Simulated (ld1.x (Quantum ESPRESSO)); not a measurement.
## Run report: Sn, pseudopotential generation (part 2 of 2)

Continued. System: tin (Sn, Z = 50), core [Kr] 4d10, reference valence 5s2 5p0.5 (an ion of charge +1.5), valence charge 4. Method: TM semilocal potential, LDA (PZ), scalar-relativistic, made with ld1.x (Quantum ESPRESSO) 7.5.

Output of the test run (extracts), continued:
```
     ---------------------- Testing the pseudopotential ----------------------

     Sn
     scalar relativistic calculation

     atomic number is 50.00   valence charge is  4.00
     dft =PZ   lsd =0 sic =0 latt =0  beta=0.20 tr2=1.0E-14
     mesh =1243 r(mesh) = 100.78374 xmin = -7.00 dx = 0.01250

     n l     nl             e AE (Ry)        e PS (Ry)    De AE-PS (Ry)
     1 0     5S   1( 1.00)       -0.85910       -0.85979        0.00069
     2 1     5P   1( 3.00)       -0.32957       -0.32924       -0.00032

     eps = 6.0E-15  iter = 13

     Etot =  -12343.211848 Ry,   -6171.605924 Ha, -167937.952552 eV
     Etotps =   -15.443364 Ry,      -7.721682 Ha,    -210.117669 eV
     dEtot_ae =      -0.455979 Ry
     dEtot_ps =      -0.455190 Ry,   Delta E=      -0.000789 Ry

     Ekin =       2.368609 Ry,       1.184305 Ha,      32.226572 eV
     Encl =     -11.245810 Ry,      -5.622905 Ha,    -153.007040 eV
     Ehrt =       4.957056 Ry,       2.478528 Ha,      67.444185 eV
     Ecxc =     -11.326321 Ry,      -5.663161 Ha,    -154.102451 eV
     (Ecc =      -8.972666 Ry,      -4.486333 Ha,    -122.079345 eV)
     Epseu=      -0.196898 Ry,      -0.098449 Ha,      -2.678936 eV

     ---------------------- End of pseudopotential test ----------------------

     ---------------------- Testing the pseudopotential ----------------------

     Sn
     scalar relativistic calculation

     atomic number is 50.00   valence charge is  4.00
     dft =PZ   lsd =0 sic =0 latt =0  beta=0.20 tr2=1.0E-14
     mesh =1243 r(mesh) = 100.78374 xmin = -7.00 dx = 0.01250

     n l     nl             e AE (Ry)        e PS (Ry)    De AE-PS (Ry)
     1 0     5S   1( 1.00)       -1.40056       -1.40312        0.00256
     2 1     5P   1( 2.00)       -0.82485       -0.82533        0.00048

     eps = 7.9E-16  iter =  9

     Etot =  -12342.641636 Ry,   -6171.320818 Ha, -167930.194424 eV
     Etotps =   -14.873117 Ry,      -7.436558 Ha,    -202.359064 eV
     dEtot_ae =       0.114233 Ry
     dEtot_ps =       0.115057 Ry,   Delta E=      -0.000824 Ry

     Ekin =       2.042634 Ry,       1.021317 Ha,      27.791449 eV
     Encl =      -8.892644 Ry,      -4.446322 Ha,    -120.990579 eV
     Ehrt =       3.071893 Ry,       1.535946 Ha,      41.795233 eV
     Ecxc =     -10.883591 Ry,      -5.441796 Ha,    -148.078800 eV
     (Ecc =      -8.972666 Ry,      -4.486333 Ha,    -122.079345 eV)
     Epseu=      -0.211409 Ry,      -0.105705 Ha,      -2.876368 eV

     ---------------------- End of pseudopotential test ----------------------

     ---------------------- Testing the pseudopotential ----------------------

     Sn
     scalar relativistic calculation

     atomic number is 50.00   valence charge is  4.00
     dft =PZ   lsd =0 sic =0 latt =0  beta=0.20 tr2=1.0E-14
     mesh =1243 r(mesh) = 100.78374 xmin = -7.00 dx = 0.01250

     n l     nl             e AE (Ry)        e PS (Ry)    De AE-PS (Ry)
     1 0     5S   1( 0.00)       -0.91738       -0.92187        0.00450
     2 1     5P   1( 4.00)       -0.37023       -0.37064        0.00041

     eps = 3.2E-15  iter = 16

     Etot =  -12342.673411 Ry,   -6171.336706 Ha, -167930.626748 eV
     Etotps =   -14.902397 Ry,      -7.451199 Ha,    -202.757441 eV
     dEtot_ae =       0.082458 Ry
     dEtot_ps =       0.085777 Ry,   Delta E=      -0.003319 Ry

     Ekin =       2.561420 Ry,       1.280710 Ha,      34.849893 eV
     Encl =     -11.070845 Ry,      -5.535422 Ha,    -150.626514 eV
     Ehrt =       4.788980 Ry,       2.394490 Ha,      65.157398 eV
     Ecxc =     -11.181953 Ry,      -5.590976 Ha,    -152.138219 eV
     (Ecc =      -8.972666 Ry,      -4.486333 Ha,    -122.079345 eV)

     ---------------------- End of pseudopotential test ----------------------

     ---------------------- Testing the pseudopotential ----------------------

     Sn
     scalar relativistic calculation

     atomic number is 50.00   valence charge is  4.00
     dft =PZ   lsd =1 sic =0 latt =0  beta=0.20 tr2=1.0E-14
     mesh =1243 r(mesh) = 100.78374 xmin = -7.00 dx = 0.01250

     n l     nl             e AE (Ry)        e PS (Ry)    De AE-PS (Ry)
     1 0     5S   1( 1.00)       -1.64617       -1.64615       -0.00002
     2 1     5P   1( 0.50)       -1.05831       -1.05830       -0.00002
     1 0     5S   2( 1.00)       -1.62242       -1.62249        0.00008
     2 1     5P   2( 0.00)       -1.03254       -1.03261        0.00007

     eps = 7.9E-15  iter =  9

     Etot =  -12342.759077 Ry,   -6171.379538 Ha, -167931.792292 eV
     Etotps =   -14.991368 Ry,      -7.495684 Ha,    -203.967946 eV
     dEtot_ae =      -0.003208 Ry
     dEtot_ps =      -0.003193 Ry,   Delta E=      -0.000014 Ry

     Ekin =       1.393202 Ry,       0.696601 Ha,      18.955475 eV
     Encl =      -7.761950 Ry,      -3.880975 Ha,    -105.606712 eV
     Ehrt =       2.391269 Ry,       1.195635 Ha,      32.534875 eV
     Ecxc =     -10.802271 Ry,      -5.401135 Ha,    -146.972384 eV
     (Ecc =      -8.972666 Ry,      -4.486333 Ha,    -122.079345 eV)
     Epseu=      -0.211617 Ry,      -0.105809 Ha,      -2.879200 eV

     ---------------------- End of pseudopotential test ----------------------

     ---------------------- Testing the pseudopotential ----------------------

     Sn
     scalar relativistic calculation

     atomic number is 50.00   valence charge is  4.00
     dft =PZ   lsd =1 sic =0 latt =0  beta=0.20 tr2=1.0E-14
     mesh =1243 r(mesh) = 100.78374 xmin = -7.00 dx = 0.01250

     n l     nl             e AE (Ry)        e PS (Ry)    De AE-PS (Ry)
     1 0     5S   1( 1.00)       -0.81891       -0.81668       -0.00223
     2 1     5P   1( 2.00)       -0.31028       -0.30950       -0.00077
     1 0     5S   2( 1.00)       -0.74975       -0.74746       -0.00229
     2 1     5P   2( 0.00)       -0.23806       -0.23726       -0.00080

     eps = 4.6E-15  iter = 24

     Etot =  -12343.766725 Ry,   -6171.883363 Ha, -167945.502044 eV
     Etotps =   -15.998010 Ry,      -7.999005 Ha,    -217.664010 eV
     dEtot_ae =      -1.010856 Ry
     dEtot_ps =      -1.009836 Ry,   Delta E=      -0.001020 Ry

     Ekin =       2.026639 Ry,       1.013320 Ha,      27.573834 eV
     Encl =     -11.509241 Ry,      -5.754621 Ha,    -156.591206 eV
     Ehrt =       5.194623 Ry,       2.597312 Ha,      70.676449 eV
     Ecxc =     -11.524751 Ry,      -5.762376 Ha,    -156.802232 eV
     (Ecc =      -8.972666 Ry,      -4.486333 Ha,    -122.079345 eV)
     Epseu=      -0.185279 Ry,      -0.092640 Ha,      -2.520855 eV

     ---------------------- End of pseudopotential test ----------------------
```

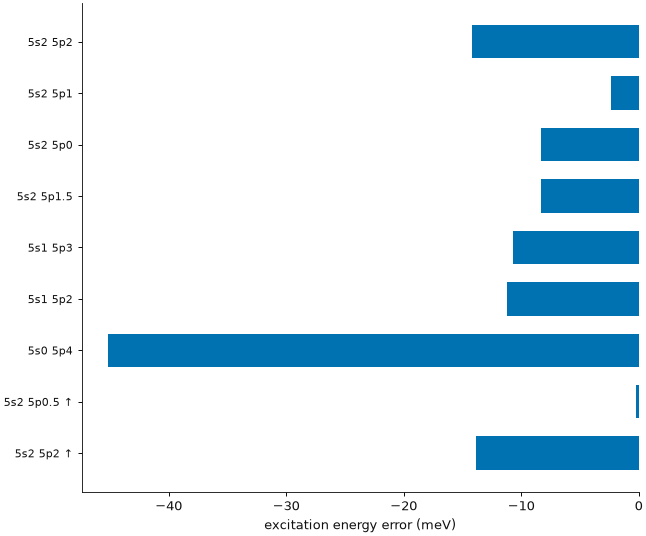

**Figure 2.** Errors, all-electron minus pseudo, of the energies of valence configurations relative to the unpolarised reference 5s2 5p0.5. An arrow marks spin-polarised runs filled by Hund’s rule.

- Worst configuration: 5s0 5p4 (neutral): the error is -45 meV on an all-electron energy of +1.12 eV relative to the reference, or 4 %.
- Errors in meV: 5s2 5p2: -14; 5s2 5p1: -2.3; 5s2 5p0: -8.3; 5s2 5p1.5: -8.3; 5s1 5p3: -11; 5s1 5p2: -11; 5s0 5p4: -45; 5s2 5p0.5 ↑: -0.2; 5s2 5p2 ↑: -14.
- Configurations within 10 meV and within 50 meV: 4 and 9 of 9.

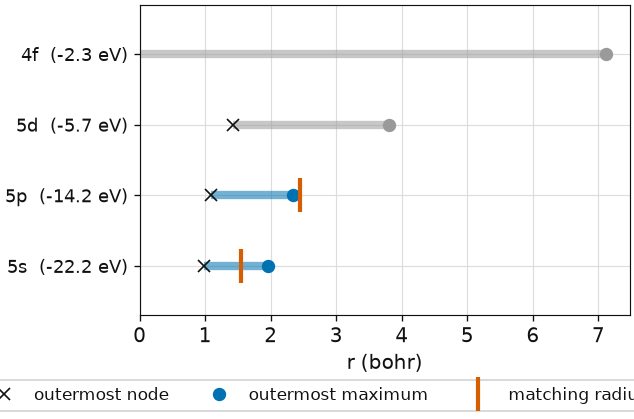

**Figure 3.** Outer shells of the all-electron reference atom: each bar runs from the outermost node (or the nucleus) to the outermost maximum of u(r); the tick is the radius chosen for the pseudo-wave. Shells without a tick have no pseudo-wave of their own. Levels, nodes and maxima are from ld1.x, scalar-relativistic.

- Radii against the shells: 5s: 1.55 bohr, between node and maximum; 5p: 2.45 bohr, outside the maximum.

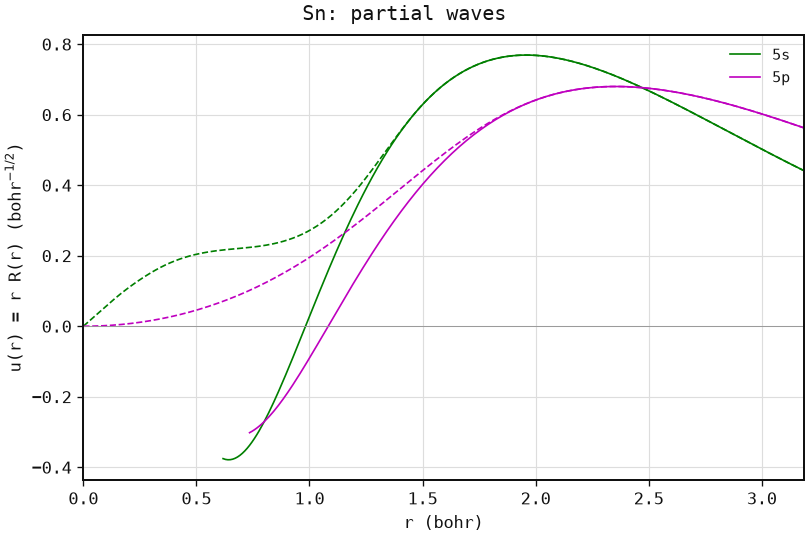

**Figure 4.** Pseudo-waves (dashed) against the all-electron radial functions (solid). The innermost oscillations of some all-electron curves aren't drawn. Reference configuration 5s2 5p0.5.

- Matching radii: 5s at 1.55 bohr; 5p at 2.45 bohr. The curves merge smoothly, so the plot gives these only roughly.
- Nodes of the pseudo-waves: 5s has no node; 5p has no node.

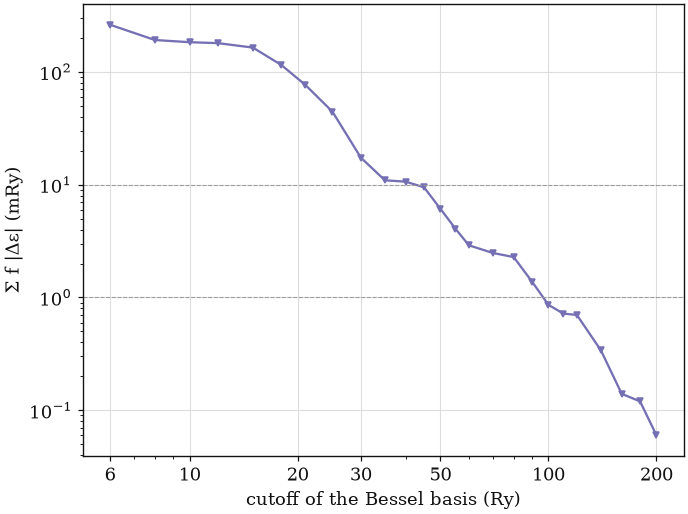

**Figure 5.** The pseudo-atom Hamiltonian at the reference potential is diagonalised in spherical Bessel functions (20 bohr box) up to the cutoff. Curve: occupation-weighted sum of the valence levels' distances from their values at 400 Ry.

- Error at 70 Ry: about 2.5 mRy.
- Cutoffs for 10 and 1 mRy in the occupation-weighted sum of levels: 45 Ry and 100 Ry, on the ladder of cutoffs that was run.

Key numbers:

- outcome: generated
- cutoffs needed: 45 Ry and 100 Ry (the cutoffs, on a coarse ladder, from which the occupation-weighted sum of valence levels, in a spherical-Bessel basis at the reference potential, stays within 10 and 1 mRy of its value at 400 Ry); ghost states and empty shells don't enter this sum
- ghost test: no ghost state below the valence levels in the s, p channels (spherical-Bessel basis up to 400 Ry, 20 bohr box)
- largest excitation error: -45 meV (all-electron minus pseudo) for 5s0 5p4, out of 7 test configurations
- range over which the phases arctan(r u′/u) at the test radius agree within 0.05 rad (a looser test near the poles than one of phase shifts): s: up to about 0.4 Ry; p: up to about 2.4 Ry
- hardware: 1 CPU thread, shared host
- wall time: 1.9 s
